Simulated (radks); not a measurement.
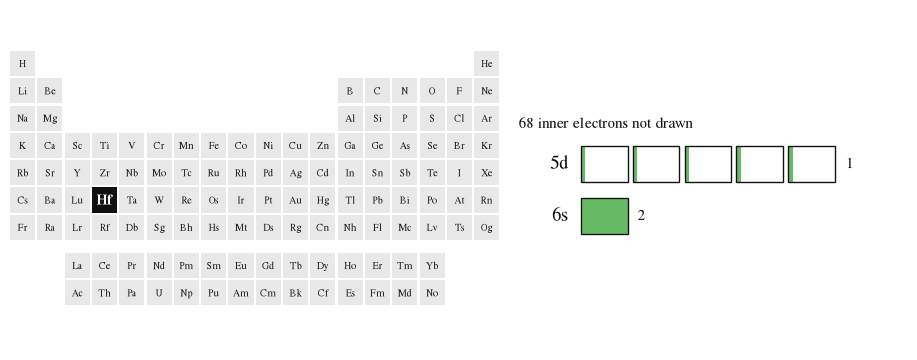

Fig. 1: Left, the place of hafnium in the periodic table; right, the outer shells as the input fills them: a box for each of the 2l + 1 orbitals, shaded by the share of the shell that is filled, with the electron count at the right.

Hf⁺: atomic calculation

- system: the Hf⁺ ion in the configuration [Xe] 4f14 5d1 6s2 (5d3/2: 1).
- method: Dirac Kohn-Sham, PBE, spin-unpolarised, spherical densities, point nucleus (the in-house radial solver radks)

Input:
```
Z 72
configuration [Xe] 4f14 5d1 6s2
relativity Dirac
functional pbe,pbe
spin unpolarised
j_filling energy
nucleus point
c 137.035999084
history 3
max_iterations 66
```

Energies in input and log are in hartree, lengths in bohr.

Hardware: 1 thread of Arm Neoverse N1, 77 GiB of memory available, shared host.

Launched within a batch (the task file carries these settings):
```bash
python <driver script> task.json out
```

Log:
```
1s1/2   1   2.0000       -2396.43591333
2s1/2   1   2.0000        -409.84413239
2p1/2   1   2.0000        -391.40779750
2p3/2   1   4.0000        -347.60432208
3s1/2   1   2.0000         -93.63763765
3p1/2   1   2.0000         -85.47307210
3p3/2   1   4.0000         -76.08557890
3d3/2   1   4.0000         -62.28402258
3d5/2   1   6.0000         -60.23689894
4s1/2   1   2.0000         -19.13257843
4p1/2   1   2.0000         -15.78884342
4p3/2   1   4.0000         -13.64108442
4d3/2   1   4.0000          -8.15072138
4d5/2   1   6.0000          -7.75750296
4f5/2   1   6.0000          -0.98912460
4f7/2   1   8.0000          -0.92499188
5s1/2   1   2.0000          -2.79398938
5p1/2   1   2.0000          -1.84551789
5p3/2   1   4.0000          -1.55684487
5d3/2   1   1.0000          -0.40198231
5d5/2   1   0.0000          -0.38131210
6s1/2   1   2.0000          -0.43400468
Etot -15097.458276859057
Ekin 16891.99046918541
Encl -37580.23494188062
Eh 5900.2113472861365
Exc -309.42515144998396
err 1.2301193534856745e-08
it 18
```

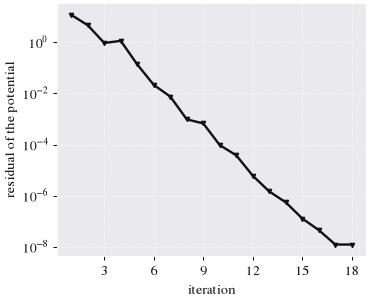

Fig. 2: Convergence: residual of the potential against the iteration. The residual falls almost steadily, with no more than small rises or pauses. It goes from 12 to 1.2×10⁻⁸ in 18 steps.

What the run reported:

```tsv
quantity	value
outcome	converged
total energy	−15097.4583 hartree
kinetic energy	16891.9905 hartree
electron–nucleus energy	−37580.2349 hartree
Hartree energy	5900.2113 hartree
exchange–correlation energy	−309.425151 hartree
radius at density 0.001 e/bohr³	4.58 bohr
SCF iterations	18
```

What is odd here:

A numerical setting was moved from its usual value: mixing history nhist = 3. The program ran to the end, and its total energy equals that of the same run with the usual input (−15097.45828 hartree) within 10⁻⁵ hartree, so the oddity leaves no trace in it.
